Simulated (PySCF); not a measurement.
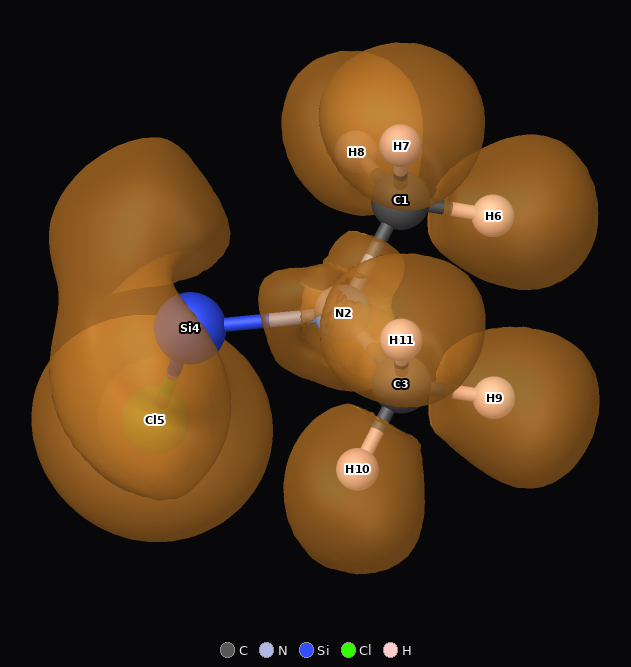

C2H6ClNSi (triplet). Isosurface of the electron localisation function at 0.75 (orange), seen at an oblique angle. Core shells and regions of very low density are left out.

Geometry: GFN2-xTB.

The calculation used PySCF 2.14.0, density-fitted response routines, UKS B3LYP, pcH-1 on C Cl H N Si, non-relativistic, mean-field spin-orbit, GIAO.

```xyz
11

C     0.4206    1.2381    0.0079
N     0.2036   -0.1870   -0.0148
C    -1.1977   -0.5248    0.0140
Si    1.3529   -1.2438   -0.7952
Cl    2.4991   -2.2856    0.5900
H    -0.0410    1.6534    0.9078
H    -0.0221    1.7364   -0.8625
H     1.4872    1.4468    0.0294
H    -1.6481   -0.0941    0.9123
H    -1.3138   -1.6053    0.0421
H    -1.7352   -0.1315   -0.8570
```

Describe the localisation domains.

The ELF exceeds this value in six regions around hydrogen nuclei, one region on Cl in which the atom's valence shell and bonds are merged, one region on N in which the atom's valence shell and bonds are merged and one lobe on Si, pointing away from the bonds (non-bonding electrons).

Values along the shortest contacts:
C–N (1.44 Å): the ELF peaks at about 0.95 between the atoms; localised, covalent bonding. Si–N (1.75 Å): the ELF peaks at about 0.90 between the atoms: a polar covalent bond.
